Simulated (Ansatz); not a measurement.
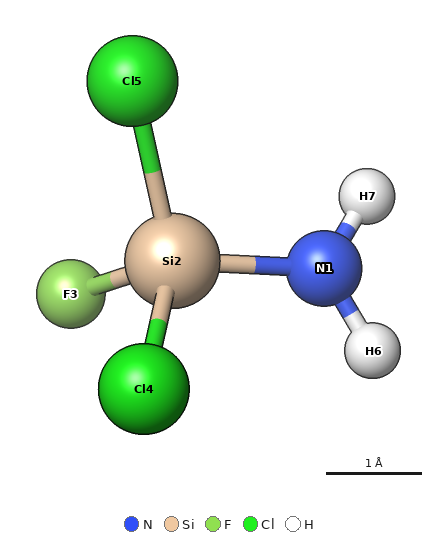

The structure as given in the input (ball-and-stick view, seen at a tilt; atoms are numbered from 1 in the order of the input). Bond lengths as drawn: Cl–Si 2.03 Å, F–Si 1.58 Å, H–N 1.01 Å and N–Si 1.68 Å.

**SiNH$_{2}$Cl$_{2}$F: a changed input and its effect**

System: SiNH$_{2}$Cl$_{2}$F, SMILES N[Si](F)(Cl)Cl.
Method of run A: RKS SPW92/def2-TZVPP (Ansatz 0.2.0).

The geometry comes from this level: PBE0-D4/def2-TZVP. Text and figures count atoms from 1; the logs count them from 0 in places.

**Input, run A**
```yaml
crystal:
  periodic: [false, false, false]
  atoms:
    - {symbol: N, position_ang: [-1.058957, 0.085790, 0.191689]}
    - {symbol: Si, position_ang: [0.586455, -0.079414, -0.080268]}
    - {symbol: F, position_ang: [1.377950, -0.829488, 1.069657]}
    - {symbol: Cl, position_ang: [0.881951, -1.181429, -1.756199]}
    - {symbol: Cl, position_ang: [1.429731, 1.759226, -0.216615]}
    - {symbol: H, position_ang: [-1.715346, -0.648844, -0.008655]}
    - {symbol: H, position_ang: [-1.440586, 0.826159, 0.754592]}
basis:
  gaussian: {orbitals: def2-TZVPP}
hamiltonian: {xc: lda}
output: {orbitals: {seedname: orbitals}}
```

Hardware: 4 CPU threads, shared host.

**Output (run A)**
```
Functional definition: SPW92
  exchange = slater_x
  correlation = pw_c
1305 factors; their error is unknown
mean field evaluation 1: about -37018.7856 eV, gradient 7.9e1 eV
mean field evaluation 2: about -36984.0822 eV, gradient 1.4e2 eV
mean field evaluation 4: about -37029.4182 eV, gradient 1.0e1 eV
mean field evaluation 8: about -37029.5952 eV, gradient 2.0e-1 eV
mean field evaluation 16: about -37029.5619 eV, gradient 1.4e-4 eV
mean field -37029.56193223 eV, -1360.8113014709 hartree, gradient 2.7e-5 eV, S^2 0.000000; 0 other end points of the search recorded, 0 dependent functions left out
reference -37029.56196708 eV, -1360.8113027515 hartree; 33, 33 occupied and 183, 183 virtual orbitals, 1305 factors
Total energy: -37029.56196708 eV, -1360.8113027515 hartree
```

For run B the input was changed thus:
```diff
-hamiltonian: {xc: lda}
+hamiltonian: {xc: {name: BLYP}, dispersion: d4}
```

What does this change do to the results?

The total energies belong to different models, so their difference says nothing on which is more stable or more accurate. The HOMO goes from −7.15 to −6.81 eV. The LUMO goes from −0.67 to −0.44 eV.

**Output (run B)**
```
Functional definition: BLYP
  parameter beta = 0.0042
  parameter a = 0.04918
  parameter b = 0.132
  parameter c = 0.2533
  parameter d = 0.349
  exchange = b88_x(beta = beta)
  correlation = lyp_c(a = a, b = b, c = c, d = d)
1305 factors; their error is unknown
mean field evaluation 1: about -37158.4656 eV, gradient 8.3e1 eV
mean field evaluation 2: about -37121.7296 eV, gradient 1.4e2 eV
mean field evaluation 4: about -37170.0481 eV, gradient 1.1e1 eV
mean field evaluation 8: about -37170.2543 eV, gradient 1.8e-1 eV
mean field evaluation 16: about -37170.2209 eV, gradient 1.4e-4 eV
mean field -37170.22087349 eV, -1365.9804222203 hartree, gradient 1.9e-5 eV, S^2 0.000000; 0 other end points of the search recorded, 0 dependent functions left out
reference -37170.22121887 eV, -1365.9804349127 hartree; 33, 33 occupied and 183, 183 virtual orbitals, 1305 factors
Total energy: -37170.70522386 eV, -1365.9982217680 hartree
```

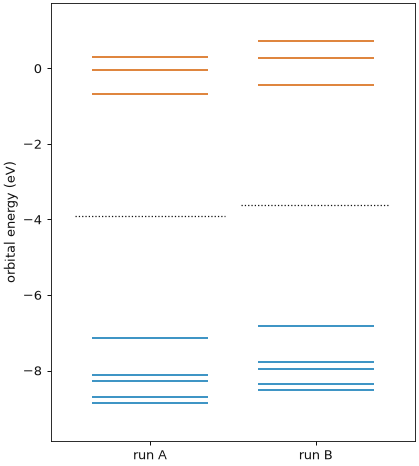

The five highest filled and three lowest empty orbital energies of the two runs; the dotted lines part filled from empty levels. The HOMO–LUMO gap is 6.48 eV in run A and 6.37 eV in run B.

**The two runs side by side**

| quantity | run A | run B |
| --- | --- | --- |
| outcome | converged | converged |
| total energy (hartree) | −1360.811303 | −1365.998222 |
| HOMO (eV) | −7.15 | −6.81 |
| LUMO (eV) | −0.67 | −0.44 |
| basis functions | 216 | 216 |
| wall time (shared host) | 0.65 s | 1 s |
